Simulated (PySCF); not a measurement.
Consider BrCl···C2H4 (SMILES ClBr.C=C).

Input file:

```
{"job": {"kind": "inter", "xc": "wB97M-D3(BJ)", "basis": "def2-TZVPD", "pairs": false}, "charge": 0, "multiplicity": 1, "parts": [{"atoms": "0-1", "charge": 0, "multiplicity": 1}, {"atoms": "2-7", "charge": 0, "multiplicity": 1}]}
Br     0.951729     0.254823     0.712235
Cl    -0.735127    -0.332603    -0.569807
C     -2.882906    -1.719432    -1.991621
C     -2.946671    -0.476076    -2.480384
H     -3.452688    -2.016227    -1.108724
H     -2.261355    -2.484493    -2.461447
H     -3.572180     0.287118    -2.012776
H     -2.380551    -0.180569    -3.366114
```

Launched as:

```sh
OMP_NUM_THREADS=1 python cluster_run.py task.json out
```

Geometry: PBE0-D3(BJ)/def2-SVPD.

The calculation used wB97M-D3(BJ)/def2-TZVPD, SCF density, gas phase (PySCF 2.14.0).

### What will maps of the electron density and electron localisation function show?

C–C (1.34 Å): ρ is about 2.4 e/Å³ halfway; the ELF peaks at about 0.95 between the atoms; a short, multiple covalent bond.
C–H (1.09 Å): the density is about 2 e/Å³ at the midpoint; the ELF climbs to about 1 towards the hydrogen, as it does in any bond to H; a covalent bond by its length.

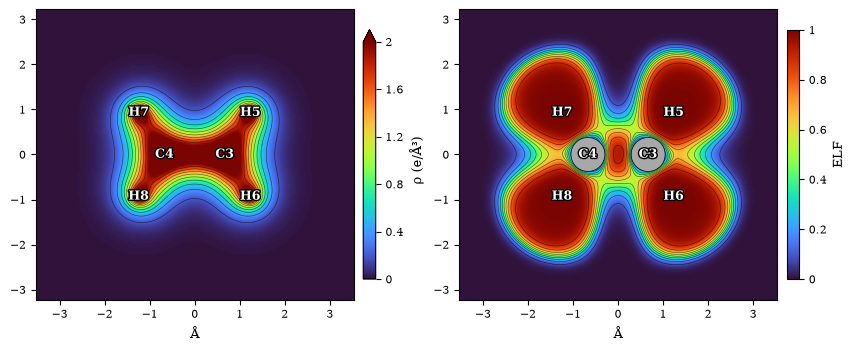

Computed electron density and electron localisation function on the plane of atoms C3, C4 and H7, in this order. Grey discs cover the atomic cores in the ELF map. 
